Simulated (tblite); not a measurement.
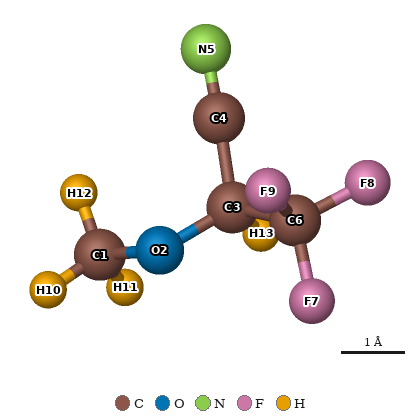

*The input geometry (ball-and-stick view, seen at a tilt; atoms are numbered from 1 in the order of the input).*

# Molecular dynamics, with input and output: C4H4F3NO

The run: molecular dynamics of C4H4F3NO, SMILES CO[C@@H](C#N)C(F)(F)F. Method and program: GFN2-xTB Langevin dynamics, gas phase (tblite 0.8.0).

Input:
```
{"job": {"kind": "md", "xc": "GFN2-xTB", "basis": "xTB", "temperature": 300, "steps": 2000, "every": 50}, "charge": 0, "multiplicity": 1}
C     -1.909259     0.500551    -0.025940
O     -0.691314     0.253603     0.647669
C      0.317178    -0.269132    -0.172091
C      0.806683     0.688308    -1.161706
N      1.150855     1.456613    -1.931217
C      1.477961    -0.679493     0.752437
F      1.086664    -1.598227     1.636106
F      2.480842    -1.221304     0.047052
F      1.979496     0.346111     1.432212
H     -2.584484     0.890423     0.731102
H     -2.319567    -0.423938    -0.446226
H     -1.782616     1.238337    -0.823829
H     -0.016827    -1.181367    -0.703295
```

The first line tells a small driver script what to run in tblite; the rest is the geometry in Å.

Run as:
```bash
OMP_NUM_THREADS=1 python <driver script> task.json out
```

Output:
```
t/fs     T/K      E/eV
    0.0   250.0   -863.55455
   25.0   150.0   -863.22223
   50.0   299.5   -863.36685
   75.0   195.8   -863.13987
  100.0   302.2   -863.18796
  125.0   298.0   -863.04490
  150.0   254.7   -863.14705
  175.0   330.7   -863.12831
  200.0   295.3   -862.92342
  225.0   228.8   -863.00768
  250.0   340.1   -863.01596
  275.0   366.8   -863.07500
  300.0   444.6   -863.17401
  325.0   402.0   -863.19687
  350.0   331.1   -863.08244
  375.0   387.8   -863.06293
  400.0   404.4   -863.11579
  425.0   315.7   -862.78606
  450.0   342.2   -862.85551
  475.0   391.9   -863.13445
  500.0   370.3   -863.03564
  525.0   367.7   -863.01546
  550.0   283.6   -862.86269
  575.0   300.1   -862.85859
  600.0   322.1   -863.08727
  625.0   330.0   -863.07999
  650.0   342.4   -863.03029
  675.0   219.2   -863.05201
  700.0   267.1   -863.19541
  725.0   217.8   -863.13452
  750.0   177.2   -863.10286
  775.0   288.5   -863.17694
  800.0   247.4   -863.00521
  825.0   317.4   -863.12794
  850.0   233.2   -863.16084
  875.0   309.2   -863.31125
  900.0   259.6   -863.11745
  925.0   373.1   -863.12843
  950.0   277.5   -863.08520
  975.0   299.7   -862.93343
 1000.0   333.3   -863.02986
```

Trajectory as extended XYZ (Å, eV, eV/Å), 8 of the 41 frames kept, from step=0 to step=40:
```
13
Properties=species:S:1:pos:R:3:forces:R:3 step=0 time_fs=0.0 energy=-863.55455 temperature=250.0
C    -1.9093    0.5006   -0.0259   -0.0021   0.0007   0.0006
O    -0.6913    0.2536    0.6477    0.0052   0.0067  -0.0006
C     0.3172   -0.2691   -0.1721   -0.0031  -0.0030  -0.0026
C     0.8067    0.6883   -1.1617    0.0029   0.0039  -0.0011
N     1.1509    1.4566   -1.9312   -0.0005  -0.0017   0.0052
C     1.4780   -0.6795    0.7524    0.0012   0.0011   0.0011
F     1.0867   -1.5982    1.6361    0.0003  -0.0020   0.0000
F     2.4808   -1.2213    0.0471    0.0016  -0.0026  -0.0014
F     1.9795    0.3461    1.4322    0.0020   0.0047   0.0017
H    -2.5845    0.8904    0.7311   -0.0027   0.0021   0.0038
H    -2.3196   -0.4239   -0.4462    0.0012  -0.0077  -0.0042
H    -1.7826    1.2383   -0.8238   -0.0032   0.0072  -0.0016
H    -0.0168   -1.1814   -0.7033   -0.0027  -0.0093  -0.0008
13
Properties=species:S:1:pos:R:3:forces:R:3 step=6 time_fs=150.0 energy=-863.14705 temperature=254.7
C    -1.9533    0.5124    0.4775   -3.4574   2.2931  -0.1796
O    -0.6764    0.2989    0.8913    0.2508  -0.2192   0.4011
C     0.1262   -0.1877   -0.1272    0.0638  -1.2208  -0.1842
C     0.5567    0.7967   -1.0998    0.3371   0.6205  -0.8223
N     0.9338    1.5447   -1.8822   -0.2991  -0.3957   0.5075
C     1.3825   -0.6983    0.5847   -0.1234  -0.6993   1.2864
F     1.1412   -1.4980    1.6585   -0.6376   0.0097  -0.4668
F     2.1138   -1.4452   -0.2125    0.7128  -0.1355  -0.6705
F     2.1023    0.2653    1.1224    0.5083   0.6634  -0.3777
H    -2.5955    1.0309    1.2669    1.2406  -0.6996  -0.1969
H    -2.5784   -0.3659    0.2255    0.7656  -0.0147  -0.2355
H    -2.0388    1.3026   -0.3391    0.3572  -1.0741   0.2627
H    -0.3238   -1.0797   -0.7059    0.2813   0.8724   0.6757
13
Properties=species:S:1:pos:R:3:forces:R:3 step=11 time_fs=275.0 energy=-863.07500 temperature=366.8
C    -2.1716    0.7327    0.7839   -0.7214  -1.3239  -0.3063
O    -0.8536    0.2317    1.1131   -0.6233   1.1316  -0.0527
C    -0.1164   -0.2922    0.0485    0.6459   1.0035   0.5207
C     0.3510    0.6395   -1.0139   -0.8360  -1.2196   1.5633
N     0.7925    1.2394   -1.8632    0.4417   0.9326  -1.0503
C     1.2585   -0.9084    0.5723   -2.2944  -0.3590  -0.2525
F     1.0854   -1.7166    1.6343    0.0626   0.0278  -0.5710
F     1.6051   -1.6618   -0.4992    1.0611   0.0866   0.7313
F     2.1443   -0.0162    0.9422    0.3949  -0.0012  -0.5072
H    -2.6016    1.3478    1.5583    0.7251   0.3549   0.5795
H    -2.9099   -0.1312    0.7727    0.8506   0.5269  -0.5045
H    -2.2477    1.3158   -0.1516    0.4137  -0.4711   0.2406
H    -0.6921   -1.0703   -0.4310   -0.1206  -0.6893  -0.3909
13
Properties=species:S:1:pos:R:3:forces:R:3 step=17 time_fs=425.0 energy=-862.78606 temperature=315.7
C    -1.8046    0.8964    1.3737    1.1258   0.2456   1.3581
O    -0.5416    0.2262    1.3433    0.6312   1.4823   2.6994
C    -0.1589   -0.4078    0.2128   -1.7662  -1.7182  -1.1362
C    -0.1160    0.4833   -0.8805    1.1267   2.0284  -2.6481
N    -0.1228    1.2656   -1.7308   -0.0918  -1.0881   1.1655
C     0.9696   -1.3837    0.5990   -0.6034  -0.5709   0.7099
F     0.3010   -2.1567    1.5048    0.8765  -0.1131   0.0831
F     1.3661   -2.2823   -0.3510    0.0285   1.4233   0.7296
F     1.9955   -0.7976    1.2401   -0.5054  -0.7262  -0.9034
H    -1.9049    1.4966    2.3396    0.4475  -0.8648  -1.3533
H    -2.5063    0.1284    1.3352   -1.7707  -1.2774   0.2459
H    -1.9385    1.4843    0.5109   -0.0373   1.2039  -0.9274
H    -1.0203   -1.1089   -0.0896    0.5386  -0.0247  -0.0232
13
Properties=species:S:1:pos:R:3:forces:R:3 step=23 time_fs=575.0 energy=-862.85859 temperature=300.1
C    -1.5562    1.1972    1.7126    2.7493  -1.1988   1.6935
O    -0.3730    0.3004    1.5244   -1.7202   2.1850   1.5531
C    -0.3990   -0.4130    0.3847    1.3961  -0.7710  -0.4239
C    -0.0270    0.2357   -0.8792    1.5035   0.7459  -3.2260
N     0.2994    0.5876   -1.9499   -1.1663  -0.9018   3.5297
C     0.5503   -1.5958    0.7761   -0.0733  -0.2079  -0.8852
F    -0.2018   -2.4780    1.5277    1.3683   0.8156  -0.7545
F     0.9945   -2.1863   -0.3402   -0.4600  -0.8751  -0.0924
F     1.6855   -1.2516    1.3730   -0.7382   0.0470   0.6959
H    -1.2069    1.8377    2.5162    0.1030   0.4743  -0.1287
H    -2.3784    0.6799    2.1397   -0.8295  -0.8003  -0.2471
H    -1.6939    1.6921    0.8164   -0.6836   1.0493  -1.5298
H    -1.3215   -0.8989    0.1761   -1.4490  -0.5623  -0.1847
13
Properties=species:S:1:pos:R:3:forces:R:3 step=29 time_fs=725.0 energy=-863.13452 temperature=217.8
C    -1.6670    1.0284    1.9543    1.2619  -0.7839  -0.0371
O    -0.4466    0.4851    1.3963   -0.4499   0.8906   0.0603
C    -0.6145   -0.2658    0.2411   -0.6139  -0.5730  -0.8228
C    -0.0938    0.2858   -1.0138   -1.1108  -0.4811   2.5658
N     0.3588    0.7318   -1.9375    1.0211   1.0154  -2.3149
C     0.2196   -1.5560    0.4566   -0.5183  -0.8913   0.4458
F    -0.5338   -2.4733    1.1547    0.5670   0.4182  -0.6493
F     0.7409   -2.2140   -0.6222   -0.7371   0.7635   0.9324
F     1.2078   -1.2034    1.2459    0.8170  -0.4539   0.1260
H    -1.2915    1.5819    2.7981   -0.0818  -0.1527   0.6656
H    -2.3135    0.1783    2.2086   -0.1025   0.4738   0.1333
H    -2.1298    1.7653    1.3296   -0.3968   0.0973  -0.7655
H    -1.6991   -0.4815    0.1356    0.3443  -0.3227  -0.3395
13
Properties=species:S:1:pos:R:3:forces:R:3 step=34 time_fs=850.0 energy=-863.16084 temperature=233.2
C    -1.7097    1.0649    1.8786   -0.9010  -0.4229  -0.8045
O    -0.4429    0.6626    1.3604   -0.3236   0.0051   0.0632
C    -0.5844   -0.2377    0.2887    1.2429  -0.1721  -0.1143
C    -0.0202    0.2247   -1.0001   -1.6082  -1.1356   4.2156
N     0.1005    0.6266   -2.0296    1.0222   1.4606  -3.9186
C     0.1098   -1.6003    0.5667   -1.1353  -0.0225   0.7852
F    -0.5713   -2.3255    1.5059    0.2446   0.4255  -0.2484
F     0.1630   -2.3988   -0.4937    0.0670   0.0686  -0.3238
F     1.3102   -1.3935    1.0214    1.0929  -0.1712   0.3216
H    -1.6050    1.8466    2.6228    0.3786  -0.1271  -0.0428
H    -2.2799    0.2049    2.2957    0.5187   0.3100   0.1054
H    -2.3555    1.4417    1.0444    0.4632   0.0967   0.4645
H    -1.6208   -0.4381    0.1446   -1.0619  -0.3151  -0.5030
13
Properties=species:S:1:pos:R:3:forces:R:3 step=40 time_fs=1000.0 energy=-863.02986 temperature=333.3
C    -1.7810    1.1788    1.6997    1.0329   0.7203  -0.0899
O    -0.7623    0.2757    1.3191    0.9820   1.7450   1.7949
C    -0.8490   -0.5799    0.2796    0.7323  -1.2271   0.3827
C    -0.3597   -0.0265   -0.9456   -0.6903  -0.7588   0.1002
N    -0.0804    0.3062   -1.9895    0.6122   0.7305  -1.3458
C     0.1592   -1.7397    0.7690   -2.1674   0.9521   0.1285
F    -0.2696   -2.0837    2.0152    0.5008  -0.2832  -0.7573
F     0.1198   -2.7972   -0.0274    0.1546  -0.2768   0.1363
F     1.3680   -1.2684    0.8504    0.8405  -0.0617   0.0991
H    -1.2793    1.6384    2.5910   -0.9380  -0.0696  -0.7787
H    -2.6652    0.6538    1.9275   -1.1436  -0.7890   0.7642
H    -2.0976    1.9145    0.9342    0.7256  -0.0563   0.1486
H    -1.8539   -0.9656    0.2228   -0.6417  -0.6252  -0.5828
```

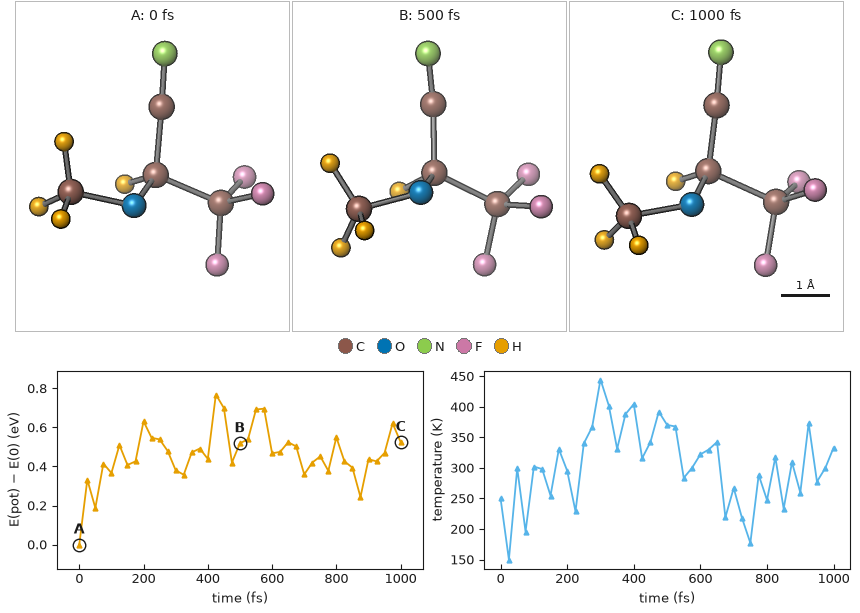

*Frames of the molecular dynamics (ball-and-stick, seen at a tilt) above the curves, on which the letters mark them.*

The trajectory kept here has 41 frames over 1000 fs. The temperature starts at 250 K, ranges from 150 to 445 K and averages 292 K over the second half. The potential energy ends 0.525 eV above its first value. After an unweighted best fit of the last frame on the first, the root-mean-square displacement is 0.28 Å, and H12 has moved furthest (0.47 Å).

Results in brief:

| quantity | value |
| --- | --- |
| outcome | finished |
| mean temperature over the second half | 292 K |
| trajectory | 41 frames kept, 1000 fs |
| hardware | 1 CPU thread, shared host |
| wall time | 32 s |
| peak memory | 0.19 GiB |
